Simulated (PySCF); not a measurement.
# C7H13NSi: what the fields show

Input file:

```
{"job": {"kind": "nmr", "xc": "PBE0", "basis": "pcSseg-1"}, "charge": 0, "multiplicity": 1}
C      3.253326    -1.252850     0.528196
C      2.131904    -0.842463     0.615595
C      0.766337    -0.368964     0.695635
C     -0.208603    -1.342077     0.009848
Si    -1.750921    -0.281264    -0.317401
N     -2.953468    -0.638263     0.870587
C     -0.903026     1.358312     0.132890
C      0.593562     1.037813     0.086452
C      1.116697     1.099359    -1.344280
H      4.237869    -1.608615     0.461173
H      0.491078    -0.300882     1.755485
H     -0.383938    -2.206040     0.648360
H      0.233918    -1.715555    -0.912841
H     -2.191107    -0.336912    -1.723518
H     -3.700098     0.025380     1.001982
H     -3.330734    -1.572118     0.893451
H     -1.132670     2.190180    -0.529924
H     -1.182709     1.665686     1.141215
H      1.161848     1.756929     0.689120
H      1.023143     2.110321    -1.736793
H      2.165424     0.810746    -1.378169
H      0.551759     0.430663    -1.988700
```

Command:

```sh
OMP_NUM_THREADS=1 python probes_run.py task.json out
```

Geometry: GFN2-xTB.

All numbers below come from PBE0/pcSseg-1, SCF density, gas phase, non-relativistic (PySCF 2.14.0).

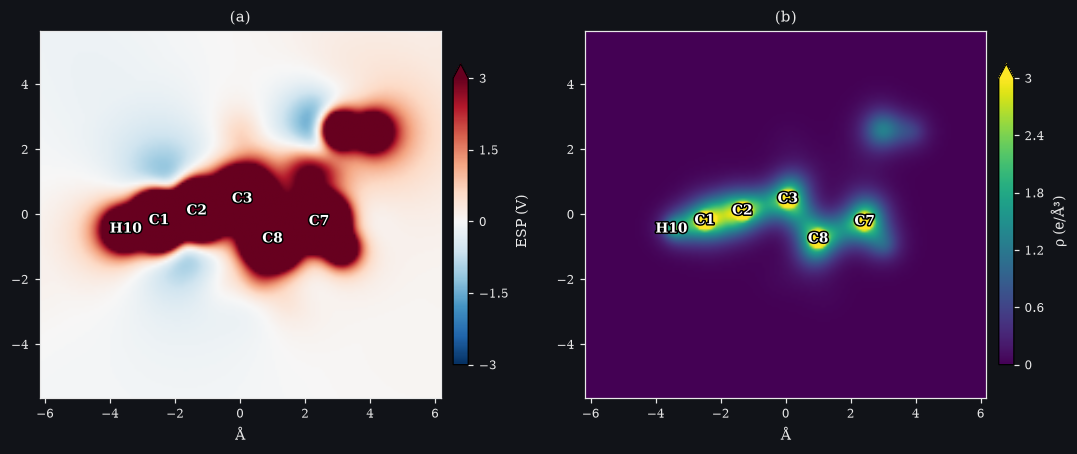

Figure 1. (a) molecular electrostatic potential; (b) total electron density on the plane of atoms C2, C3 and C8.

What does the map show?

- The plane passes through C and H nuclei.
- C–C (1.20 Å): ρ at the midpoint is about 2.7 e/Å³.
- C–H (1.05 Å): ρ is about 2.1 e/Å³ halfway.
- Outside the dense part of the molecule the potential is most negative (−1.4 V) near N6, which lies off the plane.

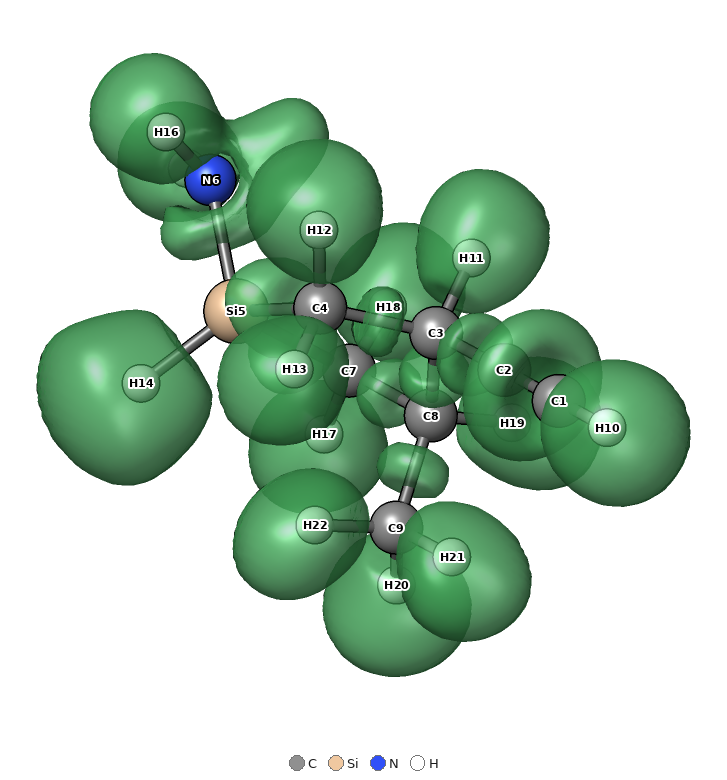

Figure 2. Isosurface of the ELF at 0.8 (green), seen at an oblique angle. Only the valence region is drawn (cores and ρ < 0.01 e/Å³ removed).

Identify the bonds, lone pairs and shells in this picture.

The surface consists of six regions between bonded C–C atoms (shared pairs), two regions between bonded C–Si atoms (shared pairs), eleven regions around hydrogen nuclei and one joined region spread over several atoms (H, N), in which their bonds and any lone pairs are merged.


C–C (1.20 Å): the ELF peaks at about 0.85 between the atoms: a multiple bond. Si–N (1.73 Å): the ELF peaks at about 0.90 between the atoms (a shared but strongly polarised pair).

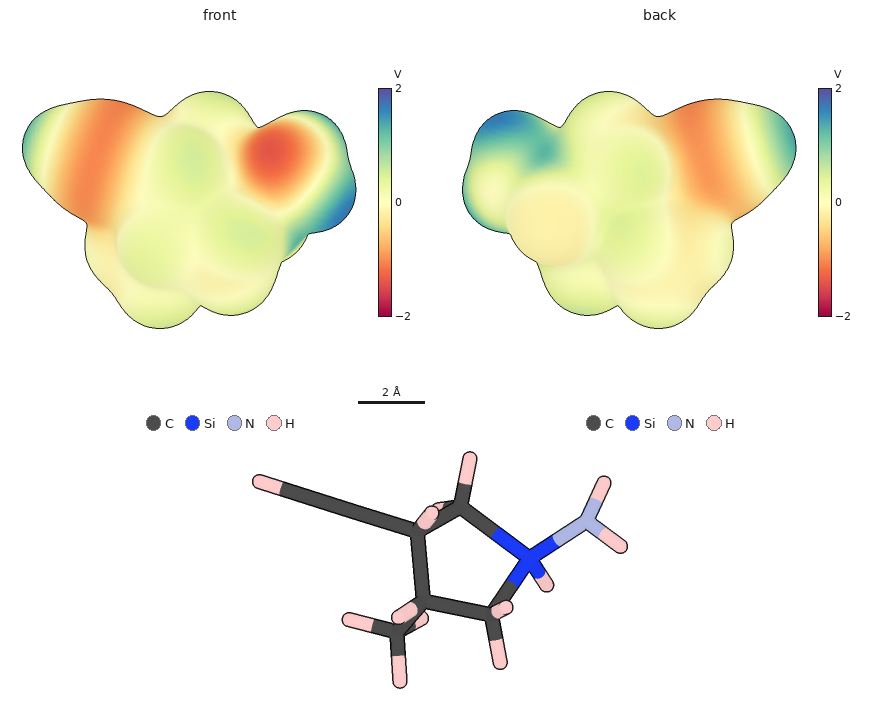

Figure 3. The molecular electrostatic potential painted on the density surface at 0.002 e/bohr³, seen from the front and from behind; the colour scale runs from red (negative) to blue (positive). The bare structure is drawn below in the same view.

Describe the electrostatic potential map.

The most negative region (about −1.3 V) lies over N6, the most positive (about +1.6 V) over H15 and H16. N6 is the likeliest acceptor of a hydrogen bond.

How polar is the molecule by this calculation?

Its dipole moment is 1.83 D.
